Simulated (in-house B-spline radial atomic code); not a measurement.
**Mn: excited configurations**

Aim: the energies of several excited configurations of Mn above a reference configuration, each from its own self-consistent run.

Program: in-house B-spline radial atomic code version 1. Level of theory: non-relativistic BHandHLYP, spin-polarised, spherical density, exact exchange averaged over the configuration, point nucleus, basis-set limit. These are calculated values, not measurements, unless marked.

## Step 1: The system

| Property | Result |
| --- | --- |
| element | manganese (Z = 25) |
| charge | 0 |
| electrons | 25 |
| configuration | [Ar] 3d5 4s2 |
| Hamiltonian | non-relativistic |
| nucleus | point |

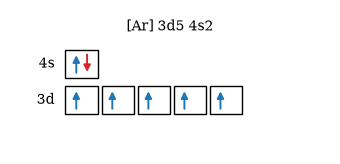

Outer shells as boxes.

Where spins are not typed, each open shell is filled with up spins first.

Input settings:

```ini
Z = 25
electrons = 25.0
configuration = [Ar] 3d5 4s2
hamiltonian = nr
method = bhandhlyp
spin_polarised = True
exact_exchange = averaged over the configuration
```

From the earlier run of the reference: total energy -1150.995251 hartree. Levels, eight at most:

```csv
orbital,occupation,energy (eV),<r> (bohr)
2p down,3,-650.18,0.2474
3s up,1,-97.477,0.8588
3s down,1,-89.816,0.8632
3p up,3,-64.940,0.9076
3p down,3,-56.206,0.9179
3d up,5,-12.830,1.151
4s up,1,-6.491,3.138
4s down,1,-5.742,3.340
```

## Step 2: Configuration [Ne] 3s2 3p5 3d6 4s2

Input settings:

```ini
Z = 25
electrons = 25.0
configuration = [Ne] 3s2 3p5 3d6 4s2
hamiltonian = nr
method = bhandhlyp
spin_polarised = True
exact_exchange = averaged over the configuration
```

The run is started by

```sh
python run_scf.py task.json out
```

The settings of every run stand in task.json; they run in order.

## Step 3: Run with [Ar] 3d5 4s1 5f1

Changes to the settings of step 2:

```diff
@@ -2,3 +2,3 @@
 electrons = 25.0
-configuration = [Ne] 3s2 3p5 3d6 4s2
+configuration = [Ar] 3d5 4s1 5f1
 hamiltonian = nr
```

## Step 4: Run with [Ar] 3d6 4s1

Changes to the settings of step 3:

```diff
@@ -2,3 +2,3 @@
 electrons = 25.0
-configuration = [Ar] 3d5 4s1 5f1
+configuration = [Ar] 3d6 4s1
 hamiltonian = nr
```

## Step 5: Run with [Ar] 3d5 4s1 4p1

Changes to the settings of step 4:

```diff
@@ -2,3 +2,3 @@
 electrons = 25.0
-configuration = [Ar] 3d6 4s1
+configuration = [Ar] 3d5 4s1 4p1
 hamiltonian = nr
```

## Step 6: [Ne] 3s2 3p5 3d5 4s2 4p1

Changes to the settings of step 5:

```diff
@@ -2,3 +2,3 @@
 electrons = 25.0
-configuration = [Ar] 3d5 4s1 4p1
+configuration = [Ne] 3s2 3p5 3d5 4s2 4p1
 hamiltonian = nr
```

## Step 7: Configuration [Ar] 3d4 4s2 4p1

Changes to the settings of step 6:

```diff
@@ -2,3 +2,3 @@
 electrons = 25.0
-configuration = [Ne] 3s2 3p5 3d5 4s2 4p1
+configuration = [Ar] 3d4 4s2 4p1
 hamiltonian = nr
```

How far above the reference does each configuration lie (order and size, in eV)?

The runs gave:

| net move | configuration | 2|M_S|+1 | energy above the reference (eV) | largest <r> (bohr) |
| --- | --- | --- | --- | --- |
| 4s → 3d | [Ar] 3d6 4s1 | 6 | 2.147 | 3.38 |
| 4s → 4p | [Ar] 3d5 4s1 4p1 | 8 | 2.451 | 4.06 |
| 4s → 5f | [Ar] 3d5 4s1 5f1 | 8 | 6.689 | 29.8 |
| 3d → 4p | [Ar] 3d4 4s2 4p1 | 6 | 8.764 | 3.71 |
| 3p → 3d | [Ne] 3s2 3p5 3d6 4s2 | 6 | 47.543 | 3.30 |
| 3p → 4p | [Ne] 3s2 3p5 3d5 4s2 4p1 | 8 | 51.324 | 3.67 |

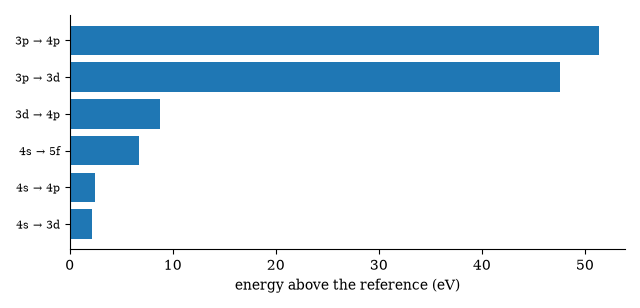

Energy of each configuration above the reference.

The energies run from 2.147 eV (4s → 3d) to 51.324 eV (3p → 4p). 2 of them lie more than 60 % above minus the reference's highest level (5.742 eV), in the range where a state can decay by emitting an electron. The reference has 2|M_S|+1 = 6; 3 of the configurations differ from it in spin. These are spherical averages at the typed spins, not spectroscopic levels.
